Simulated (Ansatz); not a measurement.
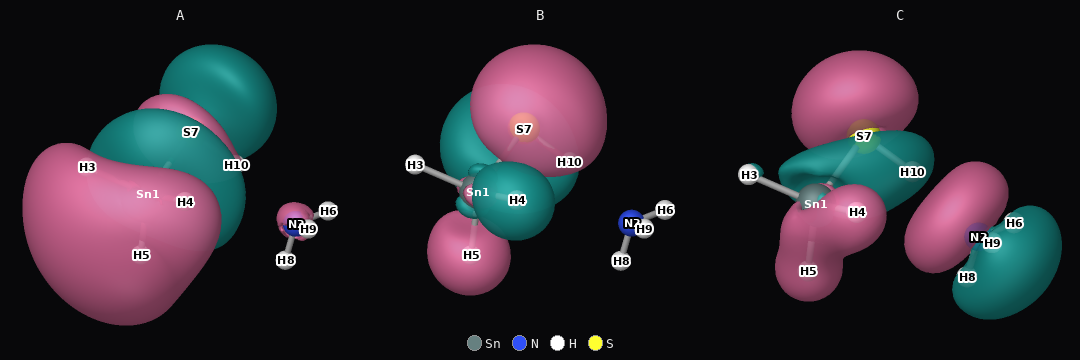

Figure 1: H4SSn···NH3. Three frontier orbitals at ±0.05 Å⁻³ᐟ² (teal and pink are the two phases), in no order.

The product side of a reaction path; geometry: PBE0-D4/def2-TZVP; core potentials replace the inner electrons of Sn.

These are results of RKS PBE0-D4/def2-TZVPP in Ansatz 0.2.0, not measurements.

Input

```
crystal:
  periodic: [false, false, false]
  atoms:
    - {symbol: Sn, position_ang: [-1.245546, 0.525534, -1.416088]}
    - {symbol: N, position_ang: [1.093550, -0.463366, 1.644541]}
    - {symbol: H, position_ang: [-1.929307, 0.863919, -2.939721]}
    - {symbol: H, position_ang: [-1.117385, 1.955782, -0.487397]}
    - {symbol: H, position_ang: [-2.211863, -0.600096, -0.565383]}
    - {symbol: H, position_ang: [1.996537, -0.798685, 1.957522]}
    - {symbol: S, position_ang: [0.925354, -0.387932, -1.810399]}
    - {symbol: H, position_ang: [0.390186, -1.070705, 2.047051]}
    - {symbol: H, position_ang: [0.961608, 0.459806, 2.039832]}
    - {symbol: H, position_ang: [1.136966, -0.484357, -0.469756]}
basis:
  gaussian: {orbitals: def2-TZVPP}
hamiltonian: {xc: pbe0, dispersion: d4}
output: {orbitals: {seedname: orbitals}}
```

Command:

```sh
ansatz run in.yaml --threads 4 --pin off --events-out ev --progress --plain --max-ram 9574MiB
```

Question: Order the three orbitals by energy and name them.

Answer: C is the HOMO−1 (−8.08 eV). By Hirshfeld shares it lies mainly on N2 (about 45 %) and S7 (about 30 %); largely a combination of lone pairs on N2 and S7. B is the HOMO (−6.74 eV). It lies mainly on S7 (about 80 %) and Sn1 (about 10 %); largely a lone pair of S7. A is the LUMO (−0.21 eV). Its weight (Hirshfeld) is mainly on Sn1 (about 50 %), S7 (about 30 %), H5 (about 5 %) and H4 (about 5 %).

Question: What is the HOMO–LUMO gap?

Answer: 6.53 eV between the orbital energies.
